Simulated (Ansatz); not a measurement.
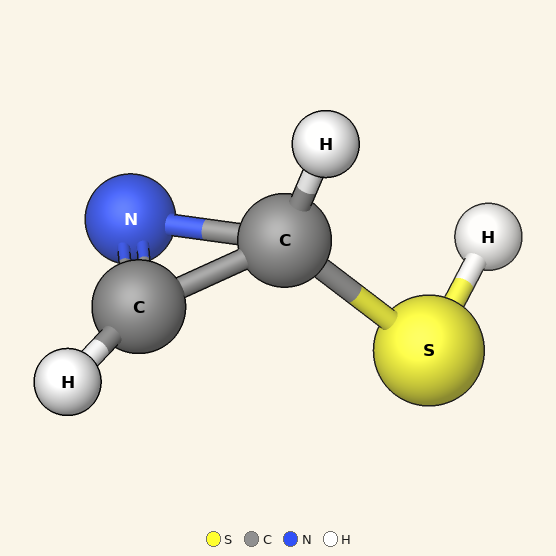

A ball-and-stick model of a molecule. Double and triple bonds are drawn as two and three sticks.

The geometry was computed by an optimisation with PBE0-D4/def2-TZVP.

Describe the molecule.

The molecule is C₂H₃NS. Its SMILES string is `S[C@@H]1C=N1`. Independent rings (smallest set): 1 of 3 members. Among its groups: thiol, imine. This geometry has C1 symmetry. Coordination, clear cases only: 1 S bent.

The parts below concern this one geometry. Atoms keep their numbers from picture to picture.

### Geometry

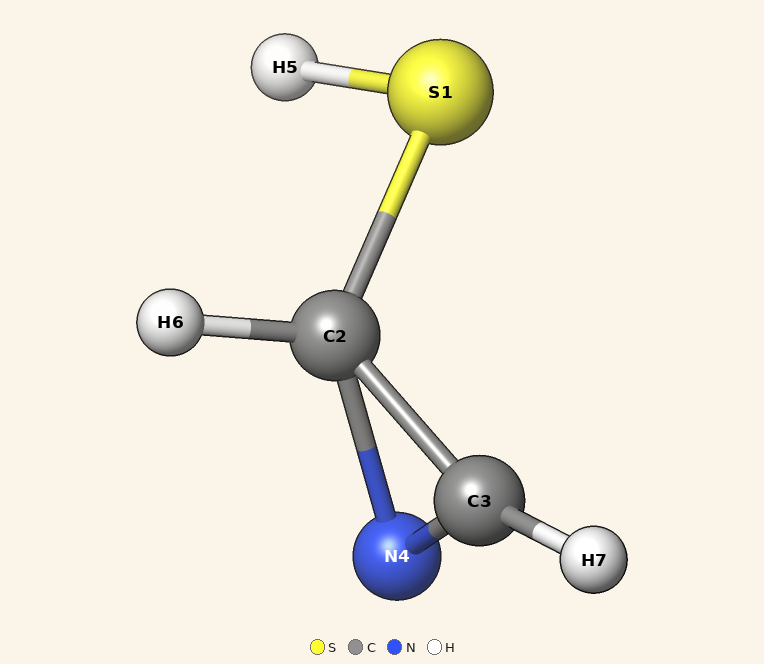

Atoms carry their numbers in the input.

Give the bond lengths.

```
 bond  length (Å)   order
S1–C2       1.778  single
S1–H5       1.344  single
C2–C3       1.438  single
C2–N4       1.525  single
C2–H6       1.086  single
C3–N4       1.246  double
C3–H7       1.082  single
```

### Dipole moment

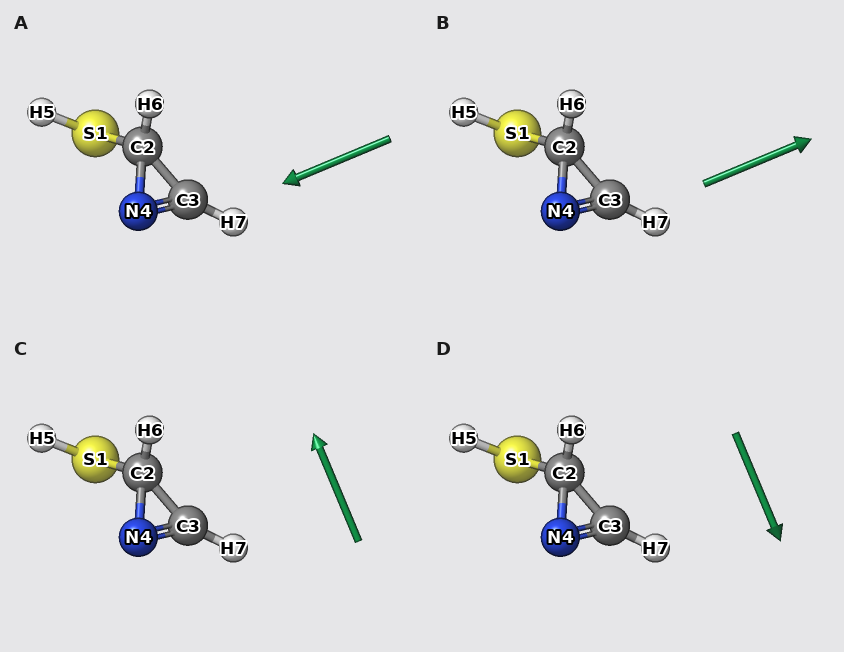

The same molecule four times, each with an arrow. Properties computed with RKS r2SCAN-D4/def2-TZVPP (Ansatz 0.2.0).

Which arrow points along the dipole moment, from the negative to the positive end?

Answer. B. The dipole moment is 1.73 D; it points from the side of H5 to the side of H7 (the outermost atoms at the two ends).

### Vibrations

Harmonic vibrations computed with RKS PBE0-D4/def2-TZVP (Ansatz 0.2.0) at a stationary point of the same level.

List the wavenumbers.

Answer. 15 modes: 198, 340, 368, 721, 757, 843, 926, 1007, 1050, 1295, 1310, 1773, 2698, 3152, 3231 cm⁻¹.

### Electronic properties

Method: RKS PBE0-D4/def2-TZVPP (Ansatz 0.2.0).

Computed properties:

- HOMO energy (Kohn–Sham orbital): −7.11 eV
- LUMO energy (Kohn–Sham orbital): −0.97 eV
- HOMO–LUMO gap: 6.15 eV
- dispersion correction: −11.0 kJ/mol
- vertical ionisation energy: 9.44 eV
